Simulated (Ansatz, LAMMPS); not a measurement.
# Electronic structure of glassy 40SiO2-28Al2O3-16Li2O-16SrO (mol %) (85 atoms), part 2 of 2

Wanted: forces, charges and levels of glassy 40SiO2-28Al2O3-16Li2O-16SrO (mol %) (85 atoms).

Ansatz 0.2.0; Kohn-Sham DFT, PBEsol, PAW (set soft_2), plane waves.

The cell: 10 Si, 14 Al, 8 Li, 4 Sr and 49 O. The quench rate of 6 K/ps is orders of magnitude faster than experiment. The starting topology of bonds comes from the classical model. Sampling is at Γ alone, for a cell whose shortest periodic width is 10 Å.

So far. Step 3 (Plane-wave single point): The stored curve holds about 416 of the 440 electrons; the rest, give or take the few that broadening carries across the Fermi level, lie in deeper levels below its range.

**3. Plane-wave single point (continued)**

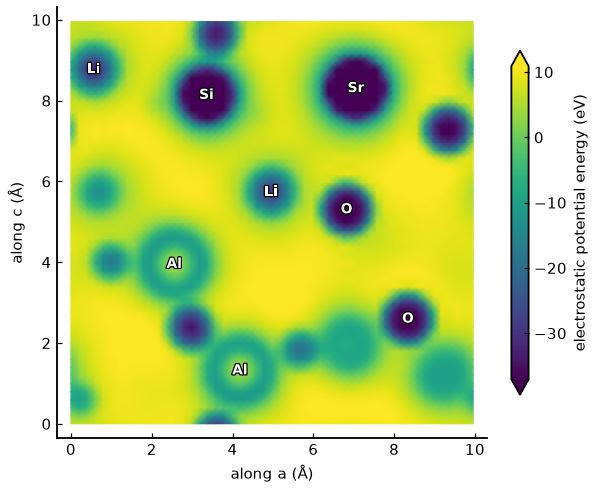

Electrostatic potential energy in the ac plane at fractional y = 0.611, with atoms of Si and Al and Li and Sr and O within 0.2 Å of it. With pseudopotentials it is smooth inside the atoms' cores, unlike the true potential. The map starts off the cell's origin, so that atoms lie inside it.

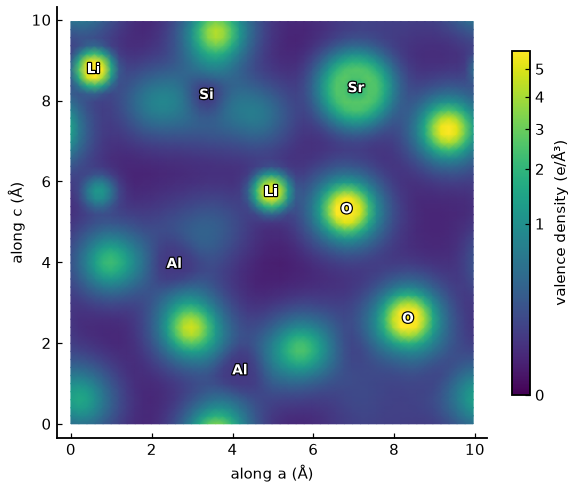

Valence density in the ac plane at fractional y = 0.611, with atoms of Si and Al and Li and Sr and O within 0.2 Å of it. It is the smooth field of the valence electrons, not physical close to the nuclei. The map starts off the cell's origin, so that atoms lie inside it. The colour scale is stretched toward low values.

Mean Löwdin charges: Al +1.26, Li +0.80, O -0.88, Si +1.68, Sr +1.83 e (they miss 1.1 % of the electrons, so they add up to more than the cell's charge).

**4. Distances and neighbours**

Bonds and neighbours are counted at the geometry of the runs.

Density 3.11 g/cm³, 11.61 Å³ an atom.

Pair distribution functions g(r), in bins of 0.2 Å:

| r (Å) | total | O-O | O-Al | O-Si | O-Li | O-Sr | Al-Al |
| --- | --- | --- | --- | --- | --- | --- | --- |
| 1.50 | 0.80 | 0.00 | 0.00 | 5.85 | 0.00 | 0.00 | 0.00 |
| 1.70 | 2.60 | 0.00 | 9.00 | 6.60 | 0.00 | 0.00 | 0.00 |
| 1.90 | 0.68 | 0.00 | 1.64 | 0.00 | 3.44 | 0.00 | 0.00 |
| 2.10 | 0.38 | 0.00 | 0.13 | 0.00 | 3.27 | 0.00 | 0.00 |
| 2.30 | 0.14 | 0.00 | 0.11 | 0.00 | 0.95 | 0.00 | 0.00 |
| 2.50 | 0.71 | 1.42 | 0.18 | 0.00 | 0.16 | 2.25 | 0.00 |
| 2.70 | 1.55 | 3.37 | 0.08 | 0.00 | 0.56 | 3.03 | 2.21 |
| 2.90 | 1.15 | 1.95 | 0.20 | 0.18 | 0.59 | 1.20 | 2.48 |
| 3.10 | 1.15 | 1.20 | 0.53 | 0.33 | 1.44 | 1.07 | 2.05 |
| 3.30 | 0.90 | 0.87 | 0.53 | 0.51 | 0.82 | 0.74 | 2.97 |
| 3.50 | 0.93 | 0.66 | 1.48 | 1.11 | 0.65 | 0.17 | 0.00 |
| 3.70 | 1.06 | 0.72 | 1.38 | 1.58 | 1.08 | 0.74 | 0.57 |
| 3.90 | 1.00 | 0.52 | 1.39 | 1.58 | 1.27 | 1.45 | 0.00 |
| 4.10 | 1.23 | 0.76 | 1.69 | 2.16 | 1.44 | 0.96 | 0.69 |
| 4.30 | 1.11 | 0.53 | 1.96 | 1.86 | 0.91 | 1.08 | 1.51 |
| 4.50 | 0.91 | 0.82 | 0.85 | 0.80 | 1.23 | 1.39 | 0.40 |
| 4.70 | 0.93 | 1.11 | 0.77 | 0.65 | 1.09 | 0.90 | 0.72 |
| 4.90 | 0.97 | 1.45 | 0.54 | 0.64 | 0.71 | 1.07 | 1.33 |

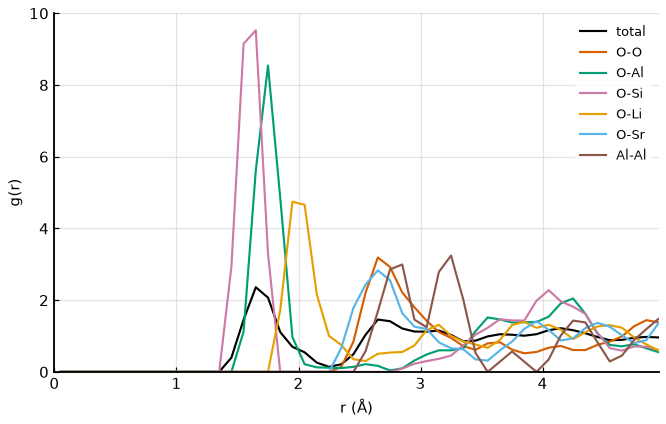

Pair distribution functions, lightly smoothed.

Bonds by pair of elements; cutoffs follow the first minimum of g(r), held within bounds set by covalent radii, and pairs that aren't listed don't count as bonded:

| pair A-B | cutoff (Å) | bonds | mean length (Å) | spread (Å) | shortest (Å) | B about A | A about B |
| --- | --- | --- | --- | --- | --- | --- | --- |
| O-Al | 2.23 | 58 | 1.76 | 0.082 | 1.65 | 1.18 | 4.14 |
| O-Si | 2.08 | 40 | 1.61 | 0.034 | 1.53 | 0.816 | 4 |
| O-Li | 2.48 | 32 | 2.06 | 0.125 | 1.90 | 0.653 | 4 |
| O-Sr | 3.05 | 26 | 2.72 | 0.18 | 2.44 | 0.531 | 6.5 |

The cutoff for O-Sr falls short of the minimum of g(r), so counts run low and odd coordinations can be artefacts.

How many atoms have how many bonded neighbours:

| element | mean | 2 | 3 | 4 | 5 | 6 | 8 |
| --- | --- | --- | --- | --- | --- | --- | --- |
| Al | 4.14 | 0 | 0 | 12 | 2 | 0 | 0 |
| Li | 4 | 0 | 1 | 6 | 1 | 0 | 0 |
| O | 3.18 | 8 | 25 | 15 | 1 | 0 | 0 |
| Si | 4 | 0 | 0 | 10 | 0 | 0 | 0 |
| Sr | 6.5 | 0 | 0 | 0 | 0 | 3 | 1 |

Bond angles, per cent of each kind in bins of 5°:

| angle (°) | O-Al-O | O-Sr-O | O-Si-O | O-Li-O | Al-O-Li |
| --- | --- | --- | --- | --- | --- |
| 50–55 | 0.0 | 2.7 | 0.0 | 0.0 | 0.0 |
| 55–60 | 0.0 | 6.9 | 0.0 | 0.0 | 0.0 |
| 60–65 | 0.0 | 2.7 | 0.0 | 0.0 | 0.0 |
| 65–70 | 0.0 | 5.5 | 0.0 | 2.0 | 0.0 |
| 70–75 | 0.0 | 11.0 | 0.0 | 2.0 | 0.0 |
| 75–80 | 1.1 | 5.5 | 0.0 | 0.0 | 2.9 |
| 80–85 | 2.2 | 5.5 | 0.0 | 12.2 | 17.6 |
| 85–90 | 5.4 | 4.1 | 0.0 | 4.1 | 8.8 |
| 90–95 | 5.4 | 1.4 | 0.0 | 8.2 | 11.8 |
| 95–100 | 8.7 | 6.9 | 3.3 | 12.2 | 8.8 |
| 100–105 | 17.4 | 8.2 | 16.7 | 8.2 | 5.9 |
| 105–110 | 17.4 | 6.9 | 31.7 | 14.3 | 8.8 |
| 110–115 | 21.7 | 2.7 | 40.0 | 8.2 | 11.8 |
| 115–120 | 9.8 | 2.7 | 6.7 | 2.0 | 0.0 |
| 120–125 | 1.1 | 0.0 | 1.7 | 2.0 | 5.9 |
| 125–130 | 5.4 | 5.5 | 0.0 | 2.0 | 5.9 |
| 130–135 | 0.0 | 2.7 | 0.0 | 8.2 | 5.9 |
| 135–140 | 0.0 | 4.1 | 0.0 | 0.0 | 0.0 |
| 140–145 | 0.0 | 5.5 | 0.0 | 2.0 | 2.9 |
| 145–150 | 0.0 | 1.4 | 0.0 | 8.2 | 0.0 |
| 150–155 | 1.1 | 1.4 | 0.0 | 2.0 | 0.0 |
| 155–160 | 1.1 | 2.7 | 0.0 | 0.0 | 0.0 |
| 160–165 | 0.0 | 0.0 | 0.0 | 0.0 | 0.0 |
| 165–170 | 2.2 | 2.7 | 0.0 | 2.0 | 2.9 |
| 170–175 | 0.0 | 1.4 | 0.0 | 0.0 | 0.0 |

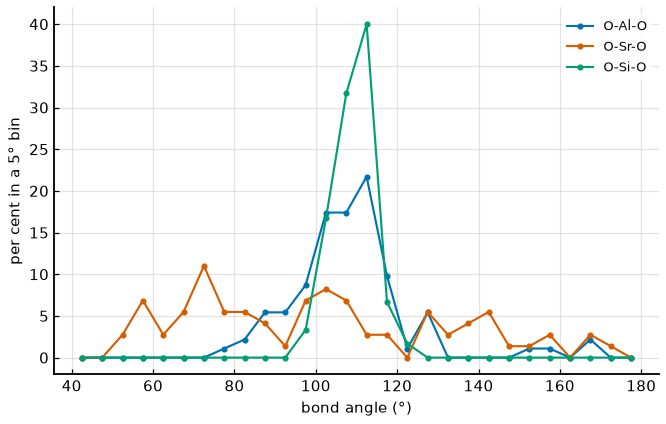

Distributions of the most common bond angles.

Bond angles (no mean is given where the spread exceeds 20°):

| angle | count | mean (°) | spread (°) |
| --- | --- | --- | --- |
| O-Al-O | 92 | 109 | 15.2 |
| O-Sr-O | 73 | - | - |
| O-Si-O | 60 | 109 | 4.7 |
| O-Li-O | 49 | - | - |
| Al-O-Li | 34 | - | - |

Oxygen atoms by the number of network formers (Si, P, Ge, B, Al, As, Ga) bound to them:

| network formers bound to O | O atoms | per cent |
| --- | --- | --- |
| 0 | 0 | 0 |
| 1 | 7 | 14.3 |
| 2 | 35 | 71.4 |
| 3 | 7 | 14.3 |

Network units: each former by its oxygen neighbours and how many of them bridge to another former:

| former | O neighbours | bridging O | atoms |
| --- | --- | --- | --- |
| Si | 4 | 3 | 4 |
| Si | 4 | 4 | 6 |
| Al | 4 | 2 | 1 |
| Al | 4 | 3 | 1 |
| Al | 4 | 4 | 10 |
| Al | 5 | 5 | 2 |

Bond length by coordination (bonds to H left out):

| element | coordination | atoms | mean bond length (Å) |
| --- | --- | --- | --- |
| Al | 4 | 12 | 1.74 |
| Al | 5 | 2 | 1.88 |
| Li | 3 | 1 | 1.95 |
| Li | 4 | 6 | 2.06 |
| Li | 5 | 1 | 2.10 |
| O | 2 | 8 | 1.64 |
| O | 3 | 25 | 1.88 |
| O | 4 | 15 | 2.08 |
| O | 5 | 1 | 2.20 |
| Sr | 6 | 3 | 2.72 |
| Sr | 8 | 1 | 2.73 |

Rings of the network by King's shortest-path rule, up to 12 atoms, one path for each pair of neighbours; H, halogens, alkali and alkaline-earth atoms are left out, and the last column divides by all other atoms, bonded or not:

| ring size (atoms) | rings | per network atom |
| --- | --- | --- |
| 4 | 3 | 0.041 |
| 6 | 3 | 0.041 |
| 8 | 8 | 0.11 |
| 10 | 14 | 0.192 |
| 12 | 20 | 0.274 |

For some of the pairs, g(r) has its first main peak near 2.7 Å (O-O), 1.7 Å (O-Al), 1.6 Å (O-Si), 2.0 Å (O-Li) and 2.7 Å (O-Sr). The O-Al-O angle averages 109° with a spread of 15°. 71 % of the oxygens bridge two formers (Si and Al) and 14 % are non-bridging; 14 % join three. The commonest Al unit has 4 oxygens, 4 of them shared with other formers (10 of 14 atoms). Rings of 12 atoms are the most common (42 % of those counted); sizes run from 4 to 12, where the search stops.

The surroundings of O53, which bears the longest force, nearest first, numbered as they follow in the input and with coordinates relative to it.

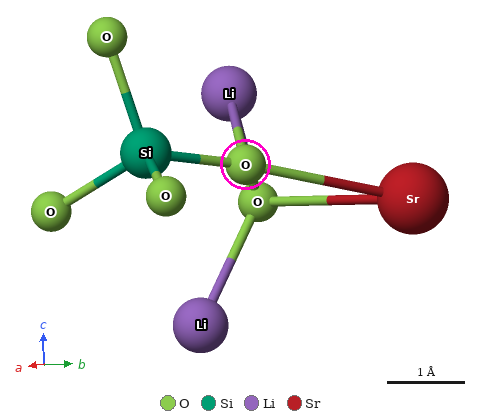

The atoms of the table, within 3.0 Å (arrows a, b, c point along x, y, z); some may hide others; the central atom is ringed.

| atom | x | y | z | distance (Å) | bonds | Löwdin charge (e) | Fx | Fy | Fz (eV/Å) |
| --- | --- | --- | --- | --- | --- | --- | --- | --- | --- |
| O53 | 0.00 | 0.00 | 0.00 | 0.00 | 3 | -0.98 | -2.75 | 1.24 | -0.25 |
| Si8 | 1.27 | -0.85 | 0.22 | 1.54 | 4 | 1.66 | -0.06 | 0.11 | -0.46 |
| Li32 | -1.52 | -0.93 | 0.85 | 1.97 | 3 | 0.78 | 0.15 | -0.30 | -0.26 |
| Sr34 | -1.86 | 1.54 | -0.55 | 2.47 | 6 | 1.81 | 0.30 | -0.42 | 0.08 |
| O57 | 2.55 | 0.03 | -0.28 | 2.56 | 4 | -0.89 | 1.68 | -0.27 | -0.73 |
| O74 | 1.21 | -2.26 | -0.55 | 2.63 | 2 | -0.76 | 0.18 | -1.09 | 0.27 |
| O83 | 1.52 | -1.25 | 1.76 | 2.64 | 4 | -0.81 | 0.00 | -1.64 | 0.77 |
| Li30 | -1.39 | -1.36 | -2.18 | 2.92 | 4 | 0.82 | 0.00 | -0.11 | 0.34 |
| O42 | -2.70 | -1.10 | -0.63 | 2.99 | 5 | -1.10 | 0.26 | 1.42 | 0.70 |

The column of bonds counts only the pairs O-Al within 2.23 Å, O-Si within 2.08 Å, O-Li within 2.48 Å, O-Sr within 3.05 Å; other neighbours, such as metal atoms beside each other in a compound, aren't counted, and periodic images can show an atom twice.

**5. Summary of results**

```
free energy per atom                             : -667.5508 eV/atom
pressure                                         : 5.99 GPa
r.m.s. force component                           : 0.8004 eV/Å
gap (highest filled to lowest empty level) : 3.193 eV
wall time of the 1 DFT run                       : 33 s
```

Filled and empty levels are parted by 3.19 eV (at Γ alone); a semilocal functional tends to put such gaps too low. In a disordered cell it changes from sample to sample, and tail or defect levels can set it. 71 % of the oxygens bridge two formers (Si and Al) and 14 % are non-bridging; 14 % join three.

Caveats: The geometry was minimised with a classical potential after classical dynamics and isn't relaxed at this level: its force components are 0.80 eV/Å r.m.s. The stress is far from hydrostatic: its diagonal is 7.2, 3.5, 7.3 GPa, compression counted positive. The pressure of 6.0 GPa belongs to a cell and atoms that aren't relaxed at this level.

[Logs are printed without paths, hosts, clocks, repeated set-up lines and the standing remarks that a program may print on its own settings, such as how far it seeks lower states.]

[Hosts, paths, dates, database ids (printed as entryN), source tags and the programs' standing remarks are cut or masked in the printed files.]
